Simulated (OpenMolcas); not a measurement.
**A workflow on PH2 (SMILES [PH2])**

Wanted: a single-point energy (ROHF/3-21G), then the energy (CASSCF(3,3)/3-21G), then a single-point energy (CASPT2(3,3)/3-21G), then a single-point energy (SC-NEVPT2(3,3)/3-21G), then a single-point energy (MRCI(3,3)/3-21G) of PH2. 

Program for the calculation: OpenMolcas 26.06.

1 further run of the same task is left out (set aside as unsound or not needed).

**1. The structure to begin with**

PH2: 3 atoms, total charge 0, spin state doublet. SMILES: `[PH2]`. Geometry: relaxed at GFN2-xTB.

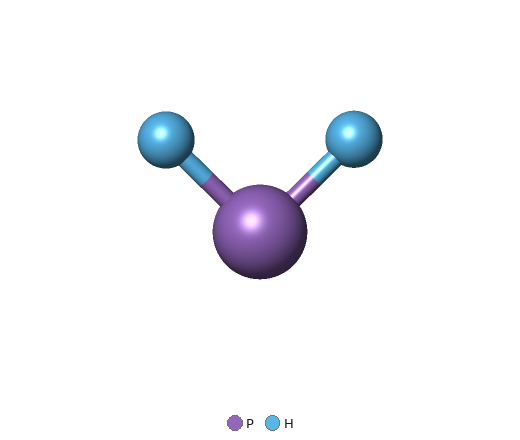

Viewed from a chosen angle; phosphorus purple, hydrogen blue.

**2. The energy at ROHF/3-21G (run 1)**

Input file step1.inp:

```
&GATEWAY
 BasLib = $CurrDir
 Coord
 3
 bohr
 P      0.97220740    -0.57211458     0.47749600
 H      0.21072336     1.94142903     0.32582658
 H     -1.18293076    -1.36933334    -0.80332258
 Basis = 3-21G
 Group = NoSym

&SEWARD

&SCF
 UHF
 Spin = 2
 Scramble = 0.25
 PrOrbitals = 1 1

&RASSCF
 FileOrb = $Project.UnaOrb
 Spin = 2
 Nactel = 1 0 0
 Inactive = 8
 Ras2 = 1
 OutOrbitals = Canonical
 OrbListing = Nothing
```

The basis set 3-21G is read from a file made from the Basis Set Exchange's data (not shown).

Run with:

```sh
$ export MOLCAS_MEM=1860
$ pymolcas step1.inp > step1.log
```

The log of the run:

```text
--- Start Module: gateway ---
[...]
--- Stop Module: gateway /rc=_RC_ALL_IS_WELL_ ---
[...]
      Basis functions           17
[...]
--- Start Module: scf ---
[...]
       Convergence after  14 Iterations
[...]
::    Total SCF energy                               -340.1180273143
[...]
      Total spin, S                                     0.5035074391
[...]
--- Stop Module: scf /rc=_RC_ALL_IS_WELL_ ---
--- Start Module: rasscf ---
[...]
      Number of active orbitals                  1
[...]
      Spin quantum number                      0.5
[...]
      Active orbitals                            1
[...]
      Number of CSFs                             1
[...]
      Number of root(s) required                 1
[...]
      Convergence after  6 iterations
[...]
      printout of CI-coefficients larger than  0.05 for root  1
      energy=    -340.116293
      conf/sym  1     Coeff  Weight
             1  u   1.00000 1.00000
      Natural orbitals and occupation numbers for root  1
      sym 1:   1.000000
      ************************************************************************************************************************
      *                                                    Final results                                                     *
[...]
::    RASSCF root number  1 Total energy:   -340.11629256
[...]
      Total electronic charge=   17.000000
      Total            charge=   -0.000000
[...]
      Dipole Moment (debye):
      Origin of the operator (angstrom)=    0.4673   -0.2750    0.2295
                   X= -9.1032E-01               Y=  5.3568E-01               Z= -4.4713E-01           Total=  1.1470E+00
      Quadrupole Moment (debye*angstrom):
[...]
--- Stop Module: rasscf /rc=_RC_ALL_IS_WELL_ ---
[...]
```

Wall time 1.9 s (1 thread of Arm Neoverse V2, shared host); peak memory 0.37 GiB.

**3. A single-point energy at CASSCF(3,3)/3-21G (run 2)**

Input file step2.input:

```
&GATEWAY
 BasLib=$CurrDir
 Coord
 3
 bohr
 P      0.97220740    -0.57211458     0.47749600
 H      0.21072336     1.94142903     0.32582658
 H     -1.18293076    -1.36933334    -0.80332258
 Basis=3-21G
 Group=NoSym

&SEWARD

&RASSCF
 FileOrb=$CurrDir/step1.RasOrb
 Spin=2
 Nactel=3 0 0
 Inactive=7
 Ras2=3
 OrbListing=Nothing
 OrbAppear=Compact
```

The basis set 3-21G is read from a file made from the Basis Set Exchange's data (not shown).

Run with:

```sh
$ export MOLCAS_MEM=1860
$ pymolcas step2.input > step2.log
```

The log of the run:

```text
--- Start Module: gateway ---
[...]
--- Stop Module: gateway /rc=_RC_ALL_IS_WELL_ ---
--- Start Module: seward ---
[...]
      Basis functions           17
--- Stop Module: seward /rc=_RC_ALL_IS_WELL_ ---
--- Start Module: rasscf ---
[...]
      Number of active orbitals                  3
[...]
      Spin quantum number                      0.5
[...]
      Active orbitals                            3
[...]
      Number of CSFs                             8
[...]
      Number of root(s) required                 1
[...]
      Convergence after 34 iterations
[...]
      printout of CI-coefficients larger than  0.05 for root  1
      energy=    -340.133550
      conf/sym  111     Coeff  Weight
             1  2u0   0.99294 0.98593
             8  0u2   0.11346 0.01287
      Natural orbitals and occupation numbers for root  1
      sym 1:   1.973061   1.000000   0.026939
      ************************************************************************************************************************
      *                                                    Final results                                                     *
[...]
::    RASSCF root number  1 Total energy:   -340.13355016
[...]
      Total electronic charge=   17.000000
      Total            charge=   -0.000000
[...]
      Dipole Moment (debye):
      Origin of the operator (angstrom)=    0.4673   -0.2750    0.2295
                   X= -9.3737E-01               Y=  6.0194E-01               Z= -4.5496E-01           Total=  1.2033E+00
      Quadrupole Moment (debye*angstrom):
[...]
--- Stop Module: rasscf /rc=_RC_ALL_IS_WELL_ ---
[...]
```

Wall time 1.9 s (1 thread of Arm Neoverse V2, shared host); peak memory 0.37 GiB.

**4. A single-point energy at CASPT2(3,3)/3-21G (run 3)**

Input file step3.inp:

```
* H2P CASPT2
&GATEWAY
BasLib = $CurrDir
Coord
3
bohr
P      0.97220740    -0.57211458     0.47749600
H      0.21072336     1.94142903     0.32582658
H     -1.18293076    -1.36933334    -0.80332258
Basis = 3-21G
Group = NoSym
&SEWARD
&RASSCF
FileOrb = $CurrDir/step2.RasOrb
Spin = 2
Nactel = 3 0 0
Inactive = 7
Ras2 = 3
OrbListing = Nothing
OrbAppear = Compact
&CASPT2
Imaginary = 0.1
Frozen = 5
```

The basis set 3-21G is read from a file made from the Basis Set Exchange's data (not shown).

Run with:

```sh
$ export MOLCAS_MEM=1860
$ pymolcas step3.inp > step3.log
```

The log of the run:

```text
--- Start Module: gateway ---
[...]
--- Stop Module: gateway /rc=_RC_ALL_IS_WELL_ ---
[...]
      Basis functions           17
[...]
--- Start Module: rasscf ---
[...]
      Number of active orbitals                  3
[...]
      Spin quantum number                      0.5
[...]
      Active orbitals                            3
[...]
      Number of CSFs                             8
[...]
      Number of root(s) required                 1
[...]
      Convergence after  4 iterations
[...]
      printout of CI-coefficients larger than  0.05 for root  1
      energy=    -340.133550
      conf/sym  111     Coeff  Weight
             1  2u0   0.99294 0.98593
             8  0u2   0.11346 0.01287
      Natural orbitals and occupation numbers for root  1
      sym 1:   1.973061   1.000000   0.026939
      ************************************************************************************************************************
      *                                                    Final results                                                     *
[...]
::    RASSCF root number  1 Total energy:   -340.13355016
[...]
      Total electronic charge=   17.000000
      Total            charge=   -0.000000
[...]
      Dipole Moment (debye):
      Origin of the operator (angstrom)=    0.4673   -0.2750    0.2295
                   X= -9.3733E-01               Y=  6.0193E-01               Z= -4.5495E-01           Total=  1.2033E+00
      Quadrupole Moment (debye*angstrom):
[...]
--- Stop Module: rasscf /rc=_RC_ALL_IS_WELL_ ---
--- Start Module: caspt2 ---
[...]
 ###    WARNING: User changed nr of frozen orbitals.                         ###
 ###############################################################################
[...]
      E2 (Variational):          -0.0376510405
      Total energy:            -340.1712011981
[...]
      Reference weight:           0.98210
[...]
::    CASPT2 Root  1     Total energy:   -340.17120120
[...]
--- Stop Module: caspt2 /rc=_RC_ALL_IS_WELL_ ---
[...]
```

It took 1.4 s on 1 thread of Arm Neoverse V2, shared host; peak memory 0.37 GiB.

**5. The energy at SC-NEVPT2(3,3)/3-21G (run 4)**

Input file step4.inp:

```
&GATEWAY
BasLib=$CurrDir
Coord
3
bohr
P      0.97220740    -0.57211458     0.47749600
H      0.21072336     1.94142903     0.32582658
H     -1.18293076    -1.36933334    -0.80332258
Basis=3-21G
Group=NoSym
&SEWARD
&RASSCF
FileOrb=$CurrDir/step2.RasOrb
Spin=2
Nactel=3 0 0
Inactive=7
Ras2=3
OrbListing=Nothing
OrbAppear=Compact
&CASPT2
SC-NEVPT2
Frozen=5
```

The basis set 3-21G is read from a file made from the Basis Set Exchange's data (not shown).

Run with:

```sh
$ export MOLCAS_MEM=1860
$ pymolcas step4.inp > step4.log
```

The log of the run:

```text
--- Start Module: gateway ---
[...]
--- Stop Module: gateway /rc=_RC_ALL_IS_WELL_ ---
[...]
      Basis functions           17
[...]
--- Start Module: rasscf ---
[...]
      Number of active orbitals                  3
[...]
      Spin quantum number                      0.5
[...]
      Active orbitals                            3
[...]
      Number of CSFs                             8
[...]
      Number of root(s) required                 1
[...]
      Convergence after  4 iterations
[...]
      printout of CI-coefficients larger than  0.05 for root  1
      energy=    -340.133550
      conf/sym  111     Coeff  Weight
             1  2u0   0.99294 0.98593
             8  0u2   0.11346 0.01287
      Natural orbitals and occupation numbers for root  1
      sym 1:   1.973061   1.000000   0.026939
      ************************************************************************************************************************
      *                                                    Final results                                                     *
[...]
::    RASSCF root number  1 Total energy:   -340.13355016
[...]
      Total electronic charge=   17.000000
      Total            charge=   -0.000000
[...]
      Dipole Moment (debye):
      Origin of the operator (angstrom)=    0.4673   -0.2750    0.2295
                   X= -9.3733E-01               Y=  6.0193E-01               Z= -4.5495E-01           Total=  1.2033E+00
      Quadrupole Moment (debye*angstrom):
[...]
--- Stop Module: rasscf /rc=_RC_ALL_IS_WELL_ ---
--- Start Module: caspt2 ---
[...]
 ###    WARNING: User changed nr of frozen orbitals.                         ###
 ###############################################################################
[...]
      E2 (Variational):          -0.0372090024
[...]
      E2 (Variational):          -0.0370492696
      Total energy:            -340.1705994272
[...]
      Reference weight:           0.98253
[...]
::    SC-NEVPT2 Root  1     Total energy:   -340.17059943
[...]
--- Stop Module: caspt2 /rc=_RC_ALL_IS_WELL_ ---
[...]
```

Wall time 1.4 s (1 thread of Arm Neoverse V2, shared host); peak memory 0.37 GiB.

**6. The energy at MRCI(3,3)/3-21G (run 5)**

Input file step5.inp:

```
>>> EXPORT MOLCAS_PRINT=2
&GATEWAY
BasLib
$CurrDir
Coord
3
bohr
P      0.97220740    -0.57211458     0.47749600
H      0.21072336     1.94142903     0.32582658
H     -1.18293076    -1.36933334    -0.80332258
Basis
3-21G
Group
NoSym
&SEWARD
&RASSCF
FileOrb
$CurrDir/step2.RasOrb
Spin
2
Nactel
3 0 0
Inactive
7
Ras2
3
OrbListing
Nothing
OrbAppear
Compact
&MOTRA
LumOrb
Frozen
5
&GUGA
Electrons
7
Spin
2
Inactive
2
Active
3
CIAll
1
&MRCI
SDCI
```

The basis set 3-21G is read from a file made from the Basis Set Exchange's data (not shown).

Run with:

```sh
$ export MOLCAS_MEM=1860
$ pymolcas step5.inp > step5.log
```

The log of the run:

```text
--- Start Module: gateway ---
[...]
--- Stop Module: gateway /rc=_RC_ALL_IS_WELL_ ---
[...]
      Basis functions           17
[...]
      Number of active orbitals                  3
[...]
      Spin quantum number                      0.5
[...]
      Active orbitals                            3
[...]
      Number of CSFs                             8
[...]
      Number of root(s) required                 1
[...]
      Convergence after  4 iterations
[...]
      printout of CI-coefficients larger than  0.05 for root  1
      energy=    -340.133550
      conf/sym  111     Coeff  Weight
             1  2u0   0.99294 0.98593
             8  0u2   0.11346 0.01287
      Natural orbitals and occupation numbers for root  1
      sym 1:   1.973061   1.000000   0.026939
      ************************************************************************************************************************
      *                                                    Final results                                                     *
[...]
::    RASSCF root number  1 Total energy:   -340.13355016
[...]
      Dipole Moment (debye):
      Origin of the operator (angstrom)=    0.4673   -0.2750    0.2295
                   X= -9.3733E-01               Y=  6.0193E-01               Z= -4.5495E-01           Total=  1.2033E+00
      Quadrupole Moment (debye*angstrom):
[...]
      *** WARNING: Default frozen orbitals is overwritten by user input.
      *** Default values:   5
[...]
--- Start Module: guga ---
[...]
--- Stop Module: guga /rc=_RC_ALL_IS_WELL_ ---
--- Start Module: mrci ---
[...]
       (But an ACPF correction will be computed)
       USE THE DEFAULT ACPF G-VALUE GFAC=  0.28571428571428570
[...]
                      CI ENERGY:  -340.18262675
[...]
                ACPF CORRECTION:    -0.00117873
[...]
      Total electronic charge=   17.000000
      Total            charge=   -0.000000
[...]
     ACPF CORRECTION:     -0.00117873
[...]
  CI State   1     Total energy:   -340.18262675     QDav:     -0.00166624     QACPF:     -0.00117873
[...]
--- Stop Module: mrci /rc=_RC_ALL_IS_WELL_ ---
[...]
```

It took 1.5 s on 1 thread of Arm Neoverse V2, shared host; peak memory 0.37 GiB.

**7. Summary of results**

```
                        quantity                                                                value
 run 1, ROHF/3-21G: total energy                                                        -340.11629 Eh
run 1, ROHF/3-21G: dipole moment                                                               1.15 D
        run 2, CASSCF(3,3)/3-21G  no result (a known fault or a wrong state: its values are left out)
        run 3, CASPT2(3,3)/3-21G  no result (a known fault or a wrong state: its values are left out)
     run 4, SC-NEVPT2(3,3)/3-21G  no result (a known fault or a wrong state: its values are left out)
          run 5, MRCI(3,3)/3-21G  no result (a known fault or a wrong state: its values are left out)
```

**Reading.** Mulliken charges (run 1, ROHF/3-21G) run from -0.08 on H2 to +0.17 on P1; they depend strongly on the basis. 4 of the 5 runs ended normally but are set aside, since settings or state are in doubt.
